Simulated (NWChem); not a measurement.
**B3LYP-D3(BJ)/6-31G(d) (spherical functions) run of C2H7NSi (SMILES C=NC[SiH3])**

Wanted: a geometry optimisation of C2H7NSi. 

The results are computed with NWChem 7.3.0.

1 further run of the same task is left out (set aside as unsound or not needed).

## (1) The molecule

The species is C2H7NSi (11 atoms), meant as a singlet with charge 0. As SMILES, `C=NC[SiH3]`. Geometry: relaxed at PBE0-D4/def2-TZVP. This is one conformer, not always the lowest. The run starts from this shape.

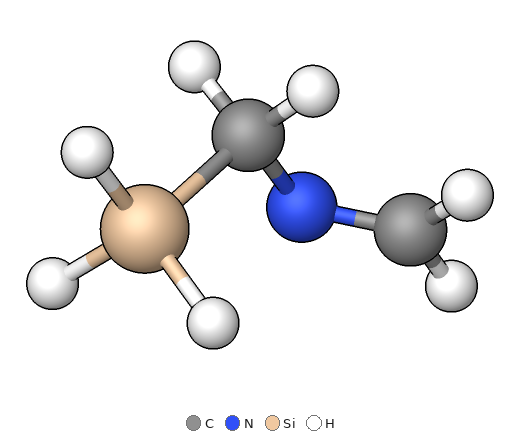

Viewed from a chosen angle; carbon grey, nitrogen blue, silicon light orange, hydrogen white.

## (2) A geometry optimisation at B3LYP-D3(BJ)/6-31G(d) (spherical functions)

Input file c2h7nsi.nw:

```
start c2h7nsi
title "C2H7NSi optimise"
memory 2200 mb

geometry units angstroms
C     -0.639400     1.869300     0.363900
N     -0.998600     0.713100     0.018000
C     -0.299000    -0.417000     0.562600
Si     0.706300    -1.257400    -0.802700
H     -1.145900     2.733500    -0.063200
H      0.166900     2.059000     1.086600
H     -1.029900    -1.151400     0.917900
H      0.365200    -0.161700     1.404500
H      1.729600    -0.311300    -1.319900
H     -0.179800    -1.683000    -1.914500
H      1.389900    -2.450100    -0.232400
end

basis spherical bse
C library 6-31G*
N library 6-31G*
Si library 6-31G*
H library 6-31G*
end

dft
xc b3lyp
disp vdw 4
grid fine
convergence energy 1e-07
maxiter 100
mulliken
print low
end

driver
maxiter 60
end

freq
temp 3 298.15 400 700
end

task dft optimize
task dft frequencies
```

Launch:

```bash
$ nwchem c2h7nsi.nw > c2h7nsi.out
```

The program printed:

```text
[...]
 d= 0,ls=0.0,diis     1   -424.5921538973 -5.81D+02  1.18D-02  3.79D-01     2.2
[...]
         Total DFT energy =     -424.642623960221
[...]
@    0    -424.64262396  0.0D+00  0.01432  0.00282  0.00000  0.00000     20.5
[...]
         Total DFT energy =     -424.642889847508
[...]
@    1    -424.64290648 -2.8D-04  0.00301  0.00077  0.01265  0.03921     44.2
[...]
@    5    -424.64297417 -9.3D-07  0.00009  0.00002  0.00200  0.00612    103.0
[...]
         Total DFT energy =   -424.642974313858
[...]
@    6    -424.64297431 -1.4D-07  0.00008  0.00002  0.00068  0.00203    112.6
[...]
         Total DFT energy =     -424.642974524846
[...]
         Total DFT energy =   -424.642974524846
                         DFT ENERGY GRADIENTS
    atom               coordinates                        gradient
                 x          y          z           x          y          z
   1 C       0.742686   3.969952   0.405795    0.000023  -0.000000  -0.000012
   2 N      -0.144128   2.226671  -0.980522   -0.000015   0.000005  -0.000027
   3 C      -1.520243   0.185366   0.226520   -0.000052   0.000013  -0.000005
   4 Si      0.419743  -2.840794  -0.018436    0.000014  -0.000032   0.000010
   5 H       1.831168   5.491814  -0.460169   -0.000001  -0.000004   0.000002
   6 H       0.474300   4.055353   2.468061   -0.000004  -0.000007   0.000008
   7 H      -3.295763  -0.120545  -0.800297    0.000001  -0.000021  -0.000002
   8 H      -1.995465   0.567764   2.223890    0.000045   0.000021   0.000027
   9 H       2.847540  -2.506097   1.354936   -0.000021   0.000008   0.000019
  10 H       0.948187  -3.457497  -2.703483    0.000011   0.000024   0.000006
  11 H      -1.012161  -4.962764   1.153205   -0.000001  -0.000008  -0.000026
[...]
@    7    -424.64297452 -2.1D-07  0.00002  0.00001  0.00075  0.00157    122.2
[...]
      Optimization converged
[...]
@    7    -424.64297452 -2.1D-07  0.00002  0.00001  0.00075  0.00157    122.2
[...]
 d= 0,ls=0.0,diis     2   -424.6429762145  2.49D-09  1.27D-06  2.87D-08   125.8
         Total DFT energy =     -424.642976214453
      One electron energy =     -891.076984453824
           Coulomb energy =      352.169600496303
    Exchange-Corr. energy =      -41.292781865952
 Nuclear repulsion energy =      155.570845810331
    Dispersion correction =       -0.013656201311
[...]
      Total Density - Mulliken Population Analysis
     ---------------------------------------------
    Atom       Charge   Shell Charges
 -----------   ------   -------------------------------------------------------
    1 C    6     6.15   2.00  0.70  2.03  0.52  0.84  0.05
    2 N    7     7.25   2.00  0.82  2.39  0.85  1.16  0.04
    3 C    6     6.35   2.00  0.67  2.09  0.59  0.96  0.04
    4 Si  14    13.63   2.00  2.00  5.96  1.01  1.90  0.25  0.36  0.15
    5 H    1     0.85   0.53  0.32
    6 H    1     0.88   0.53  0.35
    7 H    1     0.82   0.52  0.30
    8 H    1     0.86   0.53  0.33
    9 H    1     1.07   0.51  0.56
   10 H    1     1.06   0.51  0.55
[...]
 Zero-Point correction to Energy  =   52.550 kcal/mol  (  0.083743 au)
 Thermal correction to Energy     =   68.114 kcal/mol  (  0.108547 au)
 Thermal correction to Enthalpy   =   69.505 kcal/mol  (  0.110763 au)
 Total Entropy                    =  100.957 cal/mol-K
   - Translational                =   43.002 cal/mol-K (mol. weight =  73.0348)
   - Rotational                   =   27.779 cal/mol-K (symmetry #  =        1)
   - Vibrational                  =   30.176 cal/mol-K
 Cv (constant volume heat capacity) =   37.302 cal/mol-K
   - Translational                  =    2.979 cal/mol-K
   - Rotational                     =    2.979 cal/mol-K
   - Vibrational                    =   31.343 cal/mol-K
[...]
 Normal Eigenvalue ||           Projected Infra Red Intensities
  Mode   [cm**-1]  || [atomic units] [(debye/angs)**2] [(KM/mol)] [arbitrary]
 ------ ---------- || -------------- ----------------- ---------- -----------
    1       -0.000 ||    0.002218           0.051         2.162       0.648
    2       -0.000 ||    0.000037           0.001         0.036       0.011
    3       -0.000 ||    0.000036           0.001         0.035       0.011
    4       -0.000 ||    0.000216           0.005         0.211       0.063
    5        0.000 ||    0.000913           0.021         0.890       0.267
    6        0.000 ||    0.000152           0.004         0.148       0.044
    7      103.196 ||    0.004596           0.106         4.481       1.344
    8      150.814 ||    0.000236           0.005         0.230       0.069
    9      240.191 ||    0.010511           0.242        10.246       3.072
   10      452.025 ||    0.007589           0.175         7.398       2.218
   11      531.729 ||    0.016117           0.372        15.711       4.711
   12      587.846 ||    0.021892           0.505        21.341       6.399
   13      651.327 ||    0.013328           0.307        12.992       3.896
   14      810.977 ||    0.015833           0.365        15.434       4.628
[...]
```

Wall time 5 min (1 thread of AMD EPYC 7B13 (Zen 3), shared host); peak memory 0.19 GiB.

Steps, from the record of the run:

```
step  energy from the first frame kept (eV)
   0                                 0.0000
   1                                -0.0077
   2                                -0.0093
   3                                -0.0095
   4                                -0.0095
   5                                -0.0095
   6                                -0.0095
   7                                -0.0095
```

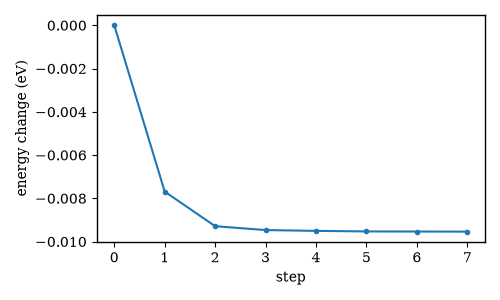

Energy along the run.

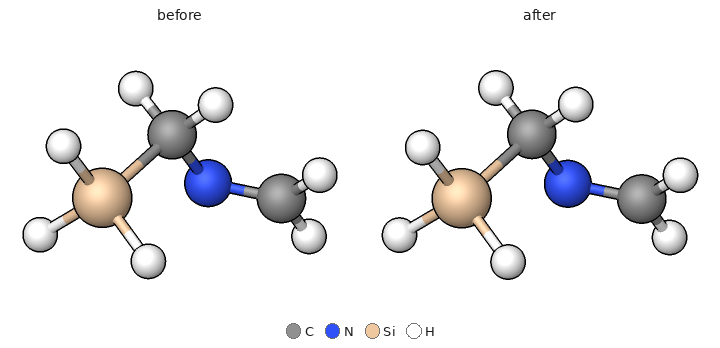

Before and after, at one scale.

After the run. Bond lengths: C1–N2 1.269 Å, N2–C3 1.451 Å, C3–Si4 1.907 Å, C1–H5 1.091 Å, C1–H6 1.101 Å, C3–H7 1.097 Å, C3–H8 1.105 Å, Si4–H9 1.487 Å, Si4–H10 1.484 Å, Si4–H11 1.490 Å. Some angles: C1–N2–C3 118.2°, N2–C3–Si4 109.0°, N2–C1–H5 119.3°, N2–C1–H6 123.7°, N2–C3–H7 108.8°, N2–C3–H8 113.5°, Si4–C3–H7 107.7°, Si4–C3–H8 110.0°, C3–Si4–H9 109.4°, C3–Si4–H10 110.6°.

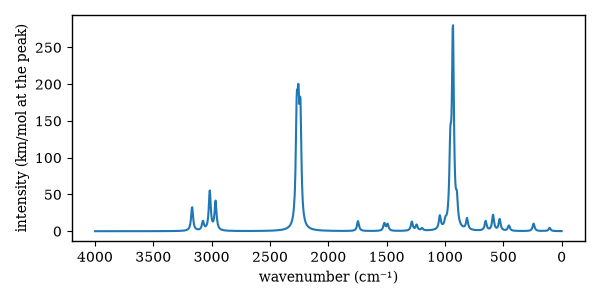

Harmonic infrared spectrum, unscaled, lines broadened by 10 cm⁻¹.

## (3) Summary of results

Level: B3LYP-D3(BJ)/6-31G* (spherical functions).

| quantity | value |
| --- | --- |
| total energy at the end | -424.64298 Eh |
| dispersion energy | -35.85 kJ/mol |
| lowest harmonic wavenumber | 103 cm⁻¹ |
| highest harmonic wavenumber | 3167 cm⁻¹ |
| zero-point energy | 219.9 kJ/mol |

In words: At the final geometry: Bond lengths: C1–N2 1.269 Å, N2–C3 1.451 Å, C3–Si4 1.907 Å, C1–H5 1.091 Å, C1–H6 1.101 Å, C3–H7 1.097 Å, C3–H8 1.105 Å, Si4–H9 1.487 Å, Si4–H10 1.484 Å, Si4–H11 1.490 Å. Some angles: C1–N2–C3 118.2°, N2–C3–Si4 109.0°, N2–C1–H5 119.3°, N2–C1–H6 123.7°, N2–C3–H7 108.8°, N2–C3–H8 113.5°, Si4–C3–H7 107.7°, Si4–C3–H8 110.0°, C3–Si4–H9 109.4°, C3–Si4–H10 110.6°. All 27 modes are real, so the shape is a minimum at this level. The optimisation took 8 steps and changed the energy by -0.010 eV.
